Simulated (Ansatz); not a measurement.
**C₄H₁₂AlN: how energies converge with the basis set**

How large a basis does C₄H₁₂AlN need? Two functionals are run in growing sets.

Program: Ansatz 0.2.0, Gaussian basis. Level of theory: one geometry, several basis sets. These are calculated values, not measurements.

Plan: PBE0-D4/def2-SVP; ωB97M-V/def2-SVP; PBE0-D4/def2-QZVPP; ωB97M-V/def2-QZVPP; the functionals' def2-TZVPP values are taken from earlier runs.

1 further run of the same task is left out (it didn't finish). Runs told in other sessions of the task aren't counted.

### 1 The relaxed structure

All runs share one geometry, relaxed beforehand with PBE0-D4 in a triple-zeta def2 set.

SMILES `C[CH2][Al]([NH2])[CH2]C`, 18 atoms, charge 0, spin multiplicity 1.

Atoms are counted from 1 here; the program's logs count them from 0.

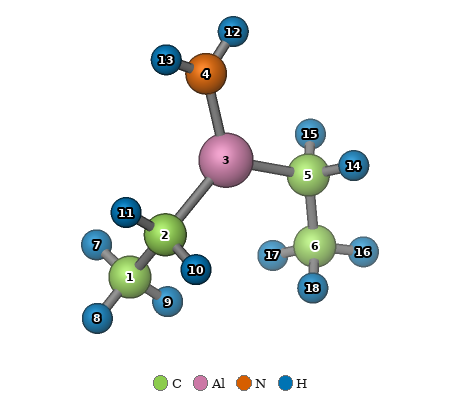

The geometry (carbon green, aluminium pink, nitrogen orange, hydrogen blue); atoms are numbered from 1 in the order of the file.

### 2 PBE0-D4 in def2-SVP

in.yaml reads:

```yaml
crystal:
  periodic: [false, false, false]
  atoms:
    - {symbol: C, position_ang: [-2.023924, -1.006343, -0.404997]}
    - {symbol: C, position_ang: [-1.494781, -0.236704, 0.809887]}
    - {symbol: Al, position_ang: [0.070600, 0.897266, 0.455041]}
    - {symbol: N, position_ang: [-0.073829, 2.643183, 0.743883]}
    - {symbol: C, position_ang: [1.801367, 0.222743, -0.187169]}
    - {symbol: C, position_ang: [1.811539, -1.201813, -0.743004]}
    - {symbol: H, position_ang: [-2.345686, -0.331943, -1.204350]}
    - {symbol: H, position_ang: [-2.884433, -1.634655, -0.153892]}
    - {symbol: H, position_ang: [-1.261592, -1.664133, -0.831416]}
    - {symbol: H, position_ang: [-1.232322, -0.950796, 1.601779]}
    - {symbol: H, position_ang: [-2.293336, 0.383212, 1.234494]}
    - {symbol: H, position_ang: [0.656152, 3.320423, 0.592217]}
    - {symbol: H, position_ang: [-0.898548, 3.102145, 1.095544]}
    - {symbol: H, position_ang: [2.505328, 0.294094, 0.653668]}
    - {symbol: H, position_ang: [2.194828, 0.922253, -0.935279]}
    - {symbol: H, position_ang: [2.817723, -1.534120, -1.017562]}
    - {symbol: H, position_ang: [1.190504, -1.290412, -1.638863]}
    - {symbol: H, position_ang: [1.422611, -1.923103, -0.018181]}
basis:
  gaussian: {orbitals: def2-SVP}
hamiltonian: {xc: pbe0, dispersion: d4}
output: {orbitals: {seedname: orbitals}}
```

Run with:

```bash
> ansatz run in.yaml --threads 4 --pin off --events-out ev --progress --plain --max-ram 11315MiB
```

Standard output:

```text
Functional definition: PBE0
  name "PBE0"
  cite "Adamo & Barone, J. Chem. Phys. 110, 6158 (1999) doi:10.1063/1.478522"
  cite "Perdew, Burke & Ernzerhof, Phys. Rev. Lett. 77, 3865 (1996) doi:10.1103/PhysRevLett.77.3865"
  parent pbe
  parameter a = 0.25
  parameter kappa = 0.804
  parameter beta = 0.06672455060314922
  exchange = (1 - a)*pbe_x(kappa = kappa, mu = beta*pi^2/3) + a*exact_x
  correlation = pbe_c(beta = beta)
1726 factors; their error is unknown
mean field evaluation 1: about -12399.1803 eV, gradient 8.4e1 eV
mean field evaluation 2: about -12387.7728 eV, gradient 1.0e2 eV
mean field evaluation 4: about -12415.4109 eV, gradient 5.4e0 eV
mean field evaluation 8: about -12415.5543 eV, gradient 5.7e-2 eV
mean field evaluation 16: about -12415.5543 eV, gradient 2.4e-5 eV
mean field -12415.55434060 eV, -456.2632064520 hartree, gradient 2.4e-5 eV, S^2 0.000000; 0 other end points of the search recorded, 0 dependent functions left out
reference -12415.55437420 eV, -456.2632076867 hartree; 28, 28 occupied and 120, 120 virtual orbitals, 1726 factors
Total energy: -12415.85360114 eV, -456.2742040739 hartree
```

It took 1.1 s on 4 threads of Intel Xeon 6975P-C, shared host.

### 3 ωB97M-V in def2-SVP

in.yaml: that of step 2 with these lines changed.

```diff
@@ -23,3 +23,3 @@
   gaussian: {orbitals: def2-SVP}
-hamiltonian: {xc: pbe0, dispersion: d4}
+hamiltonian: {xc: {name: wB97M-V}}
 output: {orbitals: {seedname: orbitals}}
```

Launched as before.

Standard output (excerpt; [...] marks lines left out):

```text
Functional definition: wB97M-V
  name "wB97M-V"
  cite "Mardirossian & Head-Gordon, J. Chem. Phys. 144, 214110 (2016) doi:10.1063/1.4952647"
  cite "Becke, J. Chem. Phys. 107, 8554 (1997) doi:10.1063/1.475007"
  cite "Vydrov & Van Voorhis, J. Chem. Phys. 133, 244103 (2010) doi:10.1063/1.3521275"
  # Of w^i u^j: cxij and so on, Table III.
[...]
  gx(w, u) = 1 - cx + cx01*u + cx10*w
  gss(w, u) = css00 + css04*u^4 + css10*w + css20*w^2 + css43*w^4*u^3
  gos(w, u) = cos00 + cos10*w + (cos20 + cos21*u)*w^2 + (cos60 + cos61*u)*w^6
[...]
      + integral(e_c_pw_mod_opposite_spin*gos(b97_w_opposite, b97_u_opposite)) + vv10(b, c)
1707 factors; their error is unknown
454 factors; integrals over basis functions are off by at most 9.8e-6 eV
[...]
mean field -12421.74547630 eV, -456.4907264925 hartree, gradient 2.2e-5 eV, S^2 0.000000; 0 other end points of the search recorded, 0 dependent functions left out
reference -12421.74553016 eV, -456.4907284717 hartree; 28, 28 occupied and 120, 120 virtual orbitals, 1707 factors
Total energy: -12421.74553016 eV, -456.4907284717 hartree
```

Run time: 3.6 s. Hardware: 4 threads of Intel Xeon 6975P-C, shared host.

### 4 PBE0-D4 in def2-QZVPP

in.yaml: that of step 3 with these lines changed.

```diff
@@ -22,4 +22,4 @@
 basis:
-  gaussian: {orbitals: def2-SVP}
-hamiltonian: {xc: {name: wB97M-V}}
+  gaussian: {orbitals: "def2-QZVPP.json"}
+hamiltonian: {xc: pbe0, dispersion: d4}
 output: {orbitals: {seedname: orbitals}}
```

Launched as before.

Standard output:

```text
Functional definition: PBE0
  name "PBE0"
  cite "Adamo & Barone, J. Chem. Phys. 110, 6158 (1999) doi:10.1063/1.478522"
  cite "Perdew, Burke & Ernzerhof, Phys. Rev. Lett. 77, 3865 (1996) doi:10.1103/PhysRevLett.77.3865"
  parent pbe
  parameter a = 0.25
  parameter kappa = 0.804
  parameter beta = 0.06672455060314922
  exchange = (1 - a)*pbe_x(kappa = kappa, mu = beta*pi^2/3) + a*exact_x
  correlation = pbe_c(beta = beta)
2032 factors; their error is unknown
mean field evaluation 1: about -12401.6520 eV, gradient 1.0e2 eV
mean field evaluation 2: about -12381.6537 eV, gradient 1.3e2 eV
mean field evaluation 4: about -12424.8034 eV, gradient 9.7e0 eV
mean field evaluation 8: about -12425.0005 eV, gradient 7.5e-2 eV
mean field evaluation 16: about -12425.0035 eV, gradient 1.7e-4 eV
mean field -12425.00347665 eV, -456.6104557970 hartree, gradient 1.9e-5 eV, S^2 0.000000; 0 other end points of the search recorded, 0 dependent functions left out
reference -12425.00352836 eV, -456.6104576972 hartree; 28, 28 occupied and 687, 687 virtual orbitals, 2032 factors
Total energy: -12425.30275529 eV, -456.6214540844 hartree
```

Run time: 12 s. Hardware: 4 threads of Intel Xeon 6975P-C, shared host; peak memory 3.3 GiB.

### 5 ωB97M-V in def2-QZVPP

in.yaml: that of step 4 with these lines changed.

```diff
@@ -23,3 +23,3 @@
   gaussian: {orbitals: "def2-QZVPP.json"}
-hamiltonian: {xc: pbe0, dispersion: d4}
+hamiltonian: {xc: {name: wB97M-V}}
 output: {orbitals: {seedname: orbitals}}
```

Same command.

Standard output (excerpt; [...] marks lines left out):

```text
Functional definition: wB97M-V
  name "wB97M-V"
  cite "Mardirossian & Head-Gordon, J. Chem. Phys. 144, 214110 (2016) doi:10.1063/1.4952647"
  cite "Becke, J. Chem. Phys. 107, 8554 (1997) doi:10.1063/1.475007"
  cite "Vydrov & Van Voorhis, J. Chem. Phys. 133, 244103 (2010) doi:10.1063/1.3521275"
  # Of w^i u^j: cxij and so on, Table III.
[...]
  gx(w, u) = 1 - cx + cx01*u + cx10*w
  gss(w, u) = css00 + css04*u^4 + css10*w + css20*w^2 + css43*w^4*u^3
  gos(w, u) = cos00 + cos10*w + (cos20 + cos21*u)*w^2 + (cos60 + cos61*u)*w^6
[...]
      + integral(e_c_pw_mod_opposite_spin*gos(b97_w_opposite, b97_u_opposite)) + vv10(b, c)
1989 factors; their error is unknown
597 factors; integrals over basis functions are off by at most 6.7e-6 eV
[...]
mean field -12431.54593256 eV, -456.8508866171 hartree, gradient 4.2e-5 eV, S^2 0.000000; 0 other end points of the search recorded, 0 dependent functions left out
reference -12431.54601681 eV, -456.8508897131 hartree; 28, 28 occupied and 687, 687 virtual orbitals, 1989 factors
Total energy: -12431.54601681 eV, -456.8508897131 hartree
```

Run time: 22 s. Hardware: 4 threads of Intel Xeon 6975P-C, shared host; peak memory 4.1 GiB.

### 6 Functionals by basis

The def2-TZVPP values come from earlier runs at the same geometry.

```csv
functional,basis,functions,energy (eV),from the largest (eV),HOMO (eV),LUMO (eV)
PBE0-D4,def2-SVP,148,-12415.8536,9.449,-6.84,0.39
PBE0-D4,def2-TZVPP,365,-12424.7387,0.564,-6.90,0.17
PBE0-D4,def2-QZVPP,715,-12425.3028,0.000,-6.92,0.02
ωB97M-V,def2-SVP,148,-12421.7455,9.800,-9.05,2.06
ωB97M-V,def2-TZVPP,365,-12430.9985,0.548,-9.12,1.67
ωB97M-V,def2-QZVPP,715,-12431.5460,0.000,-9.13,1.12
```

### 7 Outcome

| quantity | value |
| --- | --- |
| PBE0-D4: double and triple zeta above quadruple | 9.45, 0.56 eV |
| ωB97M-V: double and triple zeta above quadruple | 9.80, 0.55 eV |

In words: PBE0-D4 gains 8.89 eV from double to triple zeta, then 0.56 eV more. Total energies overstate the basis error of differences, where much of it tends to cancel. The LUMO of ωB97M-V is positive and keeps falling with the basis (2.06 to 1.12 eV): an unbound level that the basis holds in place.

For PBE0-D4 the largest set took about 11 times as long as the smallest (12 s against 1.1 s).
